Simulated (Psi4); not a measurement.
# C2F3Si (SMILES [C]#C[Si](F)(F)F) at UHF/cc-pVDZ

Aim: the vertical ionisation energy of C2F3Si at UHF/cc-pVDZ, from 2 runs. 

The calculation is run with Psi4 1.11.

## (1) The system as given

C2F3Si has 6 atoms, charge 0, and is taken as a doublet. As SMILES, `[C]#C[Si](F)(F)F`. The shape is that of a PBE0-D4/def2-TZVP optimisation.

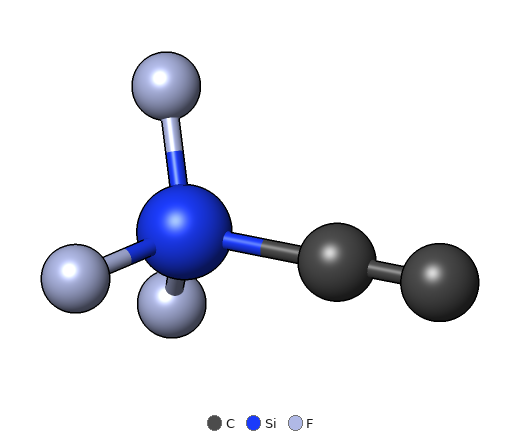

The structure, seen from a chosen angle (carbon dark grey, silicon blue, fluorine light blue).

## (2) A single-point energy at UHF/cc-pVDZ

input.json reads:

```json
{
 "schema_name": "qcschema_input",
 "schema_version": 1,
 "molecule": {
  "schema_name": "qcschema_molecule",
  "schema_version": 2,
  "symbols": ["C", "C", "Si", "F", "F", "F"],
  "geometry": [-0.62398757, -4.46202133, 1.32885541, -0.31331659, -2.2956393, 0.67368736, 0.14853247, 0.92294224, -0.29971056, -1.91221387, 1.71246981, -2.27693101, 2.81777062, 1.25572301, -1.54201652, -0.03741658, 2.74558309, 2.02880997],
  "molecular_charge": 0,
  "molecular_multiplicity": 2,
  "fix_symmetry": "c1"
 },
 "driver": "energy",
 "model": {
  "method": "scf",
  "basis": "cc-pVDZ"
 },
 "keywords": {
  "reference": "uhf",
  "puream": true,
  "e_convergence": 1e-09,
  "d_convergence": 1e-08,
  "scf_type": "pk",
  "maxiter": 100,
  "scf_properties": ["MAYER_INDICES", "DIPOLE", "WIBERG_LOWDIN_INDICES"]
 }
}
```

Launch:

```sh
$ psi4 --qcschema input.json -n 1 --memory 2200MB
```

stdout, shortened:

```text
[...]
  Running in c1 symmetry.
[...]
  Nuclear repulsion =  286.699050401280147
[...]
  Multiplicity = 2
[...]
  Nalpha       = 27
  Nbeta        = 26
[...]
    Number of basis functions: 88
[...]
   @UHF iter   1:  -662.91049858131657   -1.29277e+00   5.90331e-03 DIIS/ADIIS
[...]
   @UHF iter  17:  -663.04080954325093   -3.29692e-12   7.59441e-09 DIIS
[...]
   @S^2 Observed:                1.182853620E+00
[...]
    Orbital Energies [Eh]
    ---------------------
    Alpha Occupied:
       1A    -68.957427     2A    -26.331646     3A    -26.331632
       4A    -26.331618     5A    -11.345484     6A    -11.260739
       7A     -6.292823     8A     -4.401440     9A     -4.401438
      10A     -4.400058    11A     -1.659132    12A     -1.627997
      13A     -1.627970    14A     -1.096999    15A     -0.857650
      16A     -0.764070    17A     -0.759307    18A     -0.759295
      19A     -0.705005    20A     -0.705000    21A     -0.681115
      22A     -0.677947    23A     -0.677931    24A     -0.661690
      25A     -0.605712    26A     -0.487145    27A     -0.487145
    Alpha Virtual:
[...]
  @UHF Final Energy:  -663.04080954325093
   => Energetics <=
    Nuclear Repulsion Energy =            286.6990504012801466
    One-Electron Energy =               -1490.4520231038718521
    Two-Electron Energy =                 540.7121631593407756
    Total Energy =                       -663.0408095432509299
  UHF NO Occupations:
  HONO-2 :   25  A 1.8868913
  HONO-1 :   26  A 1.8868905
[...]
 Multipole Moments:
 ------------------------------------------------------------------------------------
     Multipole            Electronic (a.u.)      Nuclear  (a.u.)        Total (a.u.)
 ------------------------------------------------------------------------------------
 L = 1.  Multiply by 2.5417464519 to convert [e a0] to [Debye]
 Dipole X            :          0.2008875           -0.3034591           -0.1025716
 Dipole Y            :          1.3996822           -2.1150673           -0.7153851
 Dipole Z            :         -0.4231744            0.6397464            0.2165720
 Magnitude           :                                                    0.7544536
[...]
```

The result, in JSON:

```text
{
 "driver": "energy",
 "model": {
  "method": "scf",
  "basis": "cc-pVDZ"
 },
 "success": true,
 "return_result": -663.0408095432509,
 "properties": {
  "calcinfo_nbasis": 88,
  "calcinfo_nmo": 88,
  "calcinfo_nalpha": 27,
  "calcinfo_nbeta": 26,
  "calcinfo_natom": 6,
  "nuclear_repulsion_energy": 286.69905040128015,
  "return_energy": -663.0408095432509,
  "scf_one_electron_energy": -1490.4520231038719,
  "scf_two_electron_energy": 540.7121631593408,
  "scf_dipole_moment": [-0.10257162847883627, -0.7153850903649923, 0.21657201547426064],
  "scf_total_energy": -663.0408095432509,
  "scf_iterations": 17
 }
}
```

It took 6.9 s on 1 thread of Intel Xeon Platinum 8488C (Sapphire Rapids), shared host; peak memory 0.4 GiB.

## (3) The singlet cation: energy and gradient at HF/cc-pVDZ

c2f3si.xyz reads:

```xyz
6
C2F3Si
C     -0.330200    -2.361200     0.703200
C     -0.165800    -1.214800     0.356500
Si     0.078600     0.488400    -0.158600
F     -1.011900     0.906200    -1.204900
F      1.491100     0.664500    -0.816000
F     -0.019800     1.452900     1.073600
```

c2f3si.py reads:

```python
import psi4

psi4.set_memory(2200000000)
psi4.set_num_threads(1)
psi4.set_output_file('output.dat', False)

with open('c2f3si.xyz') as f:
    atoms = ''.join(f.readlines()[2:])
mol = psi4.geometry('1 1\n' + atoms + 'symmetry c1')

psi4.set_options({
    'basis': 'cc-pVDZ',
    'reference': 'rhf',
    'puream': True,
    'e_convergence': 1e-09,
    'd_convergence': 1e-08,
    'scf_type': 'pk',
})

energy_value, wavefunction = psi4.gradient("hf", return_wfn=True)
print('gradient / Eh bohr^-1')
print(energy_value.np.round(6))
print(f'energy = {wavefunction.energy():.10f} Eh')
```

Launch:

```sh
$ python c2f3si.py
```

output.dat, shortened:

```text
[...]
  Running in c1 symmetry.
[...]
  Nuclear repulsion =  286.699050461002571
[...]
  Multiplicity = 1
[...]
  Nalpha       = 26
  Nbeta        = 26
[...]
    Number of basis functions: 88
[...]
   @RHF iter   1:  -662.25541837881678   -6.37694e-01   7.18559e-03 ADIIS/DIIS
[...]
   @RHF iter  16:  -662.47952943085966    8.18545e-12   3.80259e-09 DIIS
[...]
  @RHF Final Energy:  -662.47952943085966
   => Energetics <=
    Nuclear Repulsion Energy =            286.6990504610025710
    One-Electron Energy =               -1478.1822306504823246
    Two-Electron Energy =                 529.0036507586200969
    Total Energy =                       -662.4795294308596567
[...]
 Multipole Moments:
 ------------------------------------------------------------------------------------
     Multipole            Electronic (a.u.)      Nuclear  (a.u.)        Total (a.u.)
 ------------------------------------------------------------------------------------
 L = 1.  Multiply by 2.5417464519 to convert [e a0] to [Debye]
 Dipole X            :         -0.3244886           -0.3034592           -0.6279478
 Dipole Y            :         -2.2626575           -2.1150673           -4.3777248
 Dipole Z            :          0.6844815            0.6397464            1.3242279
 Magnitude           :                                                    4.6165325
[...]
  -Total Gradient:
     Atom            X                  Y                   Z
    ------   -----------------  -----------------  -----------------
       1       -0.006132350970    -0.042779930339     0.012938162390
       2        0.013764054918     0.095963580100    -0.029023614225
       3       -0.011862931158    -0.082882880718     0.025120017872
       4        0.014069844166     0.011019466181     0.006650412434
       5       -0.013138329206     0.013633584369     0.002443174369
       6        0.003299712251     0.005046180409    -0.018128152840
[...]
```

The script printed:

```text
gradient / Eh bohr^-1
[[-0.006132 -0.04278   0.012938]
 [ 0.013764  0.095964 -0.029024]
 [-0.011863 -0.082883  0.02512 ]
 [ 0.01407   0.011019  0.00665 ]
 [-0.013138  0.013634  0.002443]
 [ 0.0033    0.005046 -0.018128]]
energy = -662.4795294309 Eh
```

Wall time 21 s (1 thread of Intel Xeon Platinum 8488C (Sapphire Rapids), shared host); peak memory 0.41 GiB.

## (4) Outcome

At UHF/cc-pVDZ:

```
                                          quantity          value
                      doublet C2F3Si: total energy  -663.04081 Eh
                     doublet C2F3Si: dipole moment         1.92 D
doublet C2F3Si: HOMO energy (highest over α and β)      -12.58 eV
 doublet C2F3Si: LUMO energy (lowest over α and β)        0.38 eV
                              doublet C2F3Si: ⟨S²⟩          1.183
                      singlet cation: total energy  -662.47953 Eh
                       singlet cation: HOMO energy      -21.69 eV
                       singlet cation: LUMO energy      -12.53 eV
                     singlet cation: HOMO–LUMO gap        9.16 eV
          singlet cation: largest force on an atom     5.204 eV/Å
vertical ionisation energy (to the singlet cation)      15.273 eV
```

What this shows: Removing an electron at fixed nuclei costs 15.27 eV (352 kcal/mol). Only the singlet of the ionised species was computed; a triplet could lie lower. ⟨S²⟩ (doublet C2F3Si) is 1.18 where a pure doublet has 0.75: the reference is spin-contaminated.
